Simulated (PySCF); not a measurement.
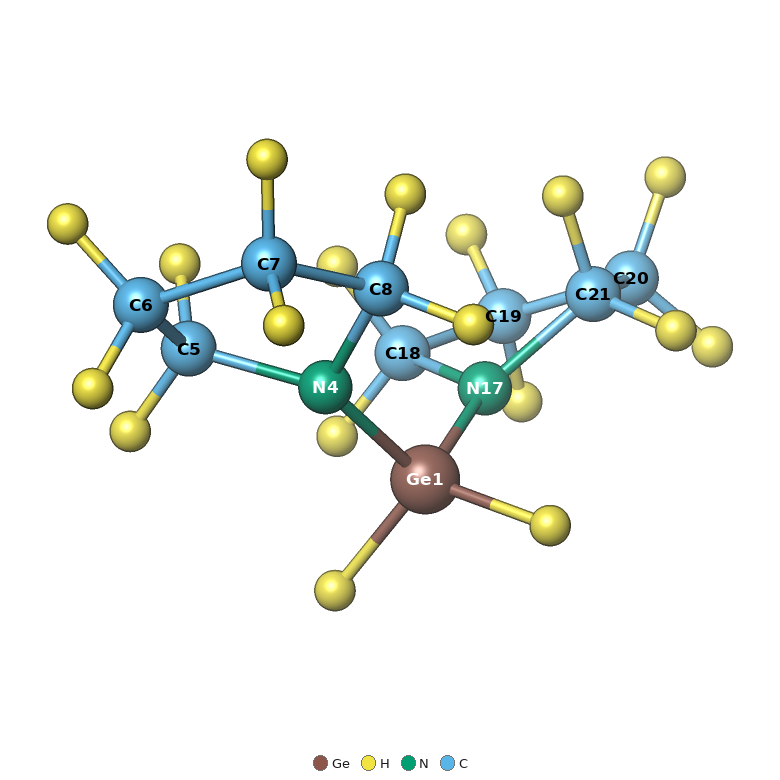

Depth is shown by fading: the farther an atom, the more it takes the colour of the background. The computed structure is the end point of a PBE0-D3(BJ)/def2-SVP optimisation. No frequency run is at hand to confirm it as a minimum.

How is the 5-membered ring N4–C5–C6–C7–C8 puckered?

It is an envelope, with N4 as the flap. The Cremer–Pople amplitude Q is 0.39 Å.

Give the torsion angles round the ring, beginning with the bond from its second to its third atom.

25°, −1°, −24°, 41°, −42°.
